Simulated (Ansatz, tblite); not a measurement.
# Si(vinyl)(OMe)3 (C5H12O3Si): spin states and exact exchange

Is the singlet the ground state of Si(vinyl)(OMe)3 (C5H12O3Si)? Other spin states are computed and compared level by level.

Program: Ansatz 0.2.0, Gaussian basis. Level of theory: as each input shows. These are calculated values, not measurements.

Plan: triplet, at the geometry of the singlet (GFN1-xTB, GFN2-xTB, PBE0-D4/def2-TZVP, PBE-D4/def2-TZVP, r2SCAN-D4/def2-TZVP); the singlet's energies come from earlier runs.

2 further runs of the same task are left out: 2 set aside as unsound or not needed.

## Step 1: The geometry

The singlet was relaxed beforehand with PBE-D4/def2-SVP.

21 atoms, charge 0, spin multiplicity 1.

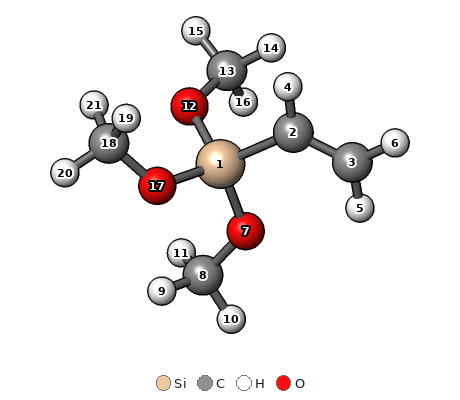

The structure; silicon light orange, carbon grey, hydrogen white, oxygen red; atoms are numbered from 1 in the order of the file.

Geometry (Å):

```xyz
21
C5H12O3Si
Si   -0.0393   -0.2018    0.1065
C     0.0789   -0.0531    1.9564
C     1.2165   -0.2776    2.6458
H    -0.8295    0.2392    2.5169
H     2.1451   -0.5710    2.1274
H     1.2677   -0.1845    3.7450
O     1.4882   -0.6088   -0.4179
C     1.7879   -1.0003   -1.7470
H     1.1152   -1.8137   -2.0972
H     2.8340   -1.3683   -1.7802
H     1.6972   -0.1482   -2.4582
O    -0.6242    1.2157   -0.5746
C    -0.0963    2.5020   -0.3157
H    -0.0127    2.7153    0.7752
H    -0.7701    3.2615   -0.7640
H     0.9157    2.6334   -0.7623
O    -1.0794   -1.3821   -0.4428
C    -2.4807   -1.2554   -0.5933
H    -3.0119   -1.4144    0.3733
H    -2.8347   -2.0311   -1.3041
H    -2.7678   -0.2566   -0.9890
```

## Step 2: Triplet at the fixed geometry, GFN1-xTB

Tight binding, by tblite at 300 K electronic temperature and without a spin-polarisation term:

```python
tblite.interface.Calculator('GFN1-xTB', numbers, positions, charge=0, uhf=2).singlepoint()
```

Energy -896.9733 eV; 0.022 s.

## Step 3: Triplet at the fixed geometry, GFN2-xTB

Tight binding, by tblite at 300 K electronic temperature and without a spin-polarisation term:

```python
tblite.interface.Calculator('GFN2-xTB', numbers, positions, charge=0, uhf=2).singlepoint()
```

Energy -833.8342 eV; 0.017 s.

## Step 4: Triplet at the fixed geometry, PBE0-D4/def2-TZVP

in.yaml reads:

```yaml
crystal:
  periodic: [false, false, false]
  atoms:
    - {symbol: Si, position_ang: [-0.039261, -0.201816, 0.106499]}
    - {symbol: C, position_ang: [0.078927, -0.053104, 1.956431]}
    - {symbol: C, position_ang: [1.216505, -0.277644, 2.645801]}
    - {symbol: H, position_ang: [-0.829471, 0.239220, 2.516870]}
    - {symbol: H, position_ang: [2.145108, -0.571040, 2.127379]}
    - {symbol: H, position_ang: [1.267743, -0.184541, 3.745028]}
    - {symbol: O, position_ang: [1.488240, -0.608792, -0.417898]}
    - {symbol: C, position_ang: [1.787948, -1.000349, -1.747015]}
    - {symbol: H, position_ang: [1.115186, -1.813718, -2.097245]}
    - {symbol: H, position_ang: [2.833969, -1.368295, -1.780195]}
    - {symbol: H, position_ang: [1.697214, -0.148238, -2.458197]}
    - {symbol: O, position_ang: [-0.624215, 1.215690, -0.574636]}
    - {symbol: C, position_ang: [-0.096312, 2.502025, -0.315651]}
    - {symbol: H, position_ang: [-0.012681, 2.715302, 0.775209]}
    - {symbol: H, position_ang: [-0.770141, 3.261485, -0.764036]}
    - {symbol: H, position_ang: [0.915687, 2.633428, -0.762319]}
    - {symbol: O, position_ang: [-1.079441, -1.382095, -0.442848]}
    - {symbol: C, position_ang: [-2.480701, -1.255401, -0.593293]}
    - {symbol: H, position_ang: [-3.011861, -1.414375, 0.373254]}
    - {symbol: H, position_ang: [-2.834669, -2.031092, -1.304135]}
    - {symbol: H, position_ang: [-2.767785, -0.256640, -0.988992]}
basis:
  gaussian: {orbitals: def2-TZVP}
magnetization: {spin_polarized: true, initial_magnetization: 2}
hamiltonian: {xc: pbe0, dispersion: d4}
scf: {omitted_lower_state_checks: [starts]}
output: {orbitals: {seedname: orbitals}}
```

Command:

```
$ ansatz run in.yaml --threads 2 --pin off --events-out ev --progress --plain --max-ram 32768MiB --backend cuda --devices 0, --max-vram 18GiB
```

Output:

```text
Functional definition: PBE0
  name "PBE0"
  cite "Adamo & Barone, J. Chem. Phys. 110, 6158 (1999) doi:10.1063/1.478522"
  cite "Perdew, Burke & Ernzerhof, Phys. Rev. Lett. 77, 3865 (1996) doi:10.1103/PhysRevLett.77.3865"
  parent pbe
  parameter a = 0.25
  parameter kappa = 0.804
  parameter beta = 0.06672455060314922
  exchange = (1 - a)*pbe_x(kappa = kappa, mu = beta*pi^2/3) + a*exact_x
  correlation = pbe_c(beta = beta)
these checks for a lower state are left out or cut short: starts
2149 factors; their error is unknown
mean field evaluation 1: about -19367.2687 eV, gradient 6.3e1 eV
mean field evaluation 2: about -19342.7801 eV, gradient 8.3e1 eV
mean field evaluation 4: about -19385.0588 eV, gradient 1.7e1 eV
mean field evaluation 8: about -19386.3908 eV, gradient 5.0e-1 eV
mean field evaluation 16: about -19386.4140 eV, gradient 4.3e-3 eV
mean field -19386.41402280 eV, -712.4375747545 hartree, gradient 5.6e-5 eV, S^2 2.008318; 0 other end points of the search recorded, 0 dependent functions left out
reference -19386.41406776 eV, -712.4375764069 hartree; 41, 39 occupied and 316, 318 virtual orbitals, 2149 factors
Total energy: -19386.86067236 eV, -712.4539888232 hartree
Checks for a lower state left out: starts
```

Wall time 14 s (1 × H100 (card shared with other runs) with 2 threads of AMD EPYC 7R13, shared host); peak host memory 0.95 GiB.

Report: HOMO -3.93 eV, LUMO -4.35 eV (over both spins; with the spin held, an empty level of the minority spin lies below the top filled one); ⟨S²⟩ 2.008 (pure: 2.00).

## Step 5: Triplet at the fixed geometry, PBE-D4/def2-TZVP

start.molden holds the orbitals of an earlier run on this state, given as this run's starting guess.

Changes to in.yaml since step 4:

```diff
@@ -25,5 +25,5 @@
 basis:
-  gaussian: {orbitals: def2-TZVP}
+  gaussian: {orbitals: def2-TZVP, initial_orbitals: start.molden}
 magnetization: {spin_polarized: true, initial_magnetization: 2}
-hamiltonian: {xc: pbe0, dispersion: d4}
+hamiltonian: {xc: pbe, dispersion: d4}
 scf: {omitted_lower_state_checks: [starts]}
```

Same command.

Output:

```text
Functional definition: PBE
  name "PBE"
  cite "Perdew, Burke & Ernzerhof, Phys. Rev. Lett. 77, 3865 (1996) doi:10.1103/PhysRevLett.77.3865"
  parent pbe
  parameter kappa = 0.804
  parameter beta = 0.06672455060314922
  exchange = pbe_x(kappa = kappa, mu = beta*pi^2/3)
  correlation = pbe_c(beta = beta)
these checks for a lower state are left out or cut short: starts
2133 factors; their error is unknown
mean field evaluation 1: about -19384.5568 eV, gradient 9.7e0 eV
mean field evaluation 2: about -19384.7882 eV, gradient 4.0e-1 eV
mean field evaluation 4: about -19384.7335 eV, gradient 1.1e-1 eV
mean field evaluation 8: about -19384.7336 eV, gradient 1.6e-5 eV
mean field -19384.73357175 eV, -712.3758193176 hartree, gradient 1.6e-5 eV, S^2 2.006305; 0 other end points of the search recorded, 0 dependent functions left out
reference -19384.73363384 eV, -712.3758215992 hartree; 41, 39 occupied and 316, 318 virtual orbitals, 2133 factors
Total energy: -19385.25199537 eV, -712.3948710341 hartree
Checks for a lower state left out: starts
```

Run time: 14 s. Hardware: 1 × H100 (card shared with other runs) with 2 threads of AMD EPYC 7R13, shared host; peak host memory 0.92 GiB.

HOMO -2.55 eV, LUMO -5.58 eV (over both spins; with the spin held, an empty level of the minority spin lies below the top filled one); ⟨S²⟩ 2.006 (pure: 2.00).

## Step 6: Triplet at the fixed geometry, r2SCAN-D4/def2-TZVP

Changes to in.yaml since step 5:

```diff
@@ -27,3 +27,3 @@
 magnetization: {spin_polarized: true, initial_magnetization: 2}
-hamiltonian: {xc: pbe, dispersion: d4}
+hamiltonian: {xc: r2scan, dispersion: d4}
 scf: {omitted_lower_state_checks: [starts]}
```

Launched as before.

Output:

```text
Functional definition: r2SCAN
  name "r2SCAN"
  cite "Furness, Kaplan, Ning, Perdew & Sun, J. Phys. Chem. Lett. 11, 8208 (2020) doi:10.1021/acs.jpclett.0c02405"
  cite "Furness, Kaplan, Ning, Perdew & Sun, J. Phys. Chem. Lett. 11, 9248 (2020) doi:10.1021/acs.jpclett.0c03077"
  parent r2scan
  parameter k0 = 0.174
  parameter k1 = 0.065
  parameter a1 = 4.9479
  exchange = r2scan_x(k0 = k0, k1 = k1, a1 = a1)
  correlation = r2scan_c
these checks for a lower state are left out or cut short: starts
2133 factors; their error is unknown
mean field evaluation 1: about -19396.1169 eV, gradient 5.5e0 eV
mean field evaluation 2: about -19396.1913 eV, gradient 1.1e-1 eV
mean field evaluation 4: about -19396.1311 eV, gradient 4.8e-3 eV
mean field evaluation 8: about -19396.1311 eV, gradient 2.1e-5 eV
mean field -19396.13110571 eV, -712.7946709650 hartree, gradient 2.1e-5 eV, S^2 2.011795; 0 other end points of the search recorded, 0 dependent functions left out
reference -19396.13112608 eV, -712.7946717135 hartree; 41, 39 occupied and 316, 318 virtual orbitals, 2133 factors
Total energy: -19396.27893772 eV, -712.8001036913 hartree
Checks for a lower state left out: starts
```

It took 14 s on 1 × H100 (card shared with other runs) with 2 threads of AMD EPYC 7R13, shared host; peak host memory 1 GiB.

HOMO -3.01 eV, LUMO -5.03 eV (over both spins; with the spin held, an empty level of the minority spin lies below the top filled one); ⟨S²⟩ 2.012 (pure: 2.00).

## Step 7: Triplet less singlet, vertical

The singlet's energies are those of its earlier runs, whose logs aren't repeated here.

```tsv
level	triplet less singlet, vertical (kJ/mol)	time
GFN1-xTB	+467.3	0.041 s
GFN2-xTB	+458.8	0.03 s
PBE-D4/def2-TZVP	+397.8	26 s
r2SCAN-D4/def2-TZVP	+371.1	27 s
PBE0-D4/def2-TZVP	+383.2	31 s
```

Times add the two runs; a level without a time comes out of a correlated run. Tight binding without a spin term can't rank spin states.

## Step 8: Outcome

| quantity | value |
| --- | --- |
| triplet less singlet, vertical, functionals in def2-TZVP | +371.1 (r2SCAN-D4) to +397.8 kJ/mol (PBE-D4) |

**Reading.** All functionals put the triplet above the singlet, over a spread of 26.7 kJ/mol. The checks for a lower triplet were left out, so another state of that spin may lie lower. These are electronic energies, without zero-point motion, entropy or surroundings.
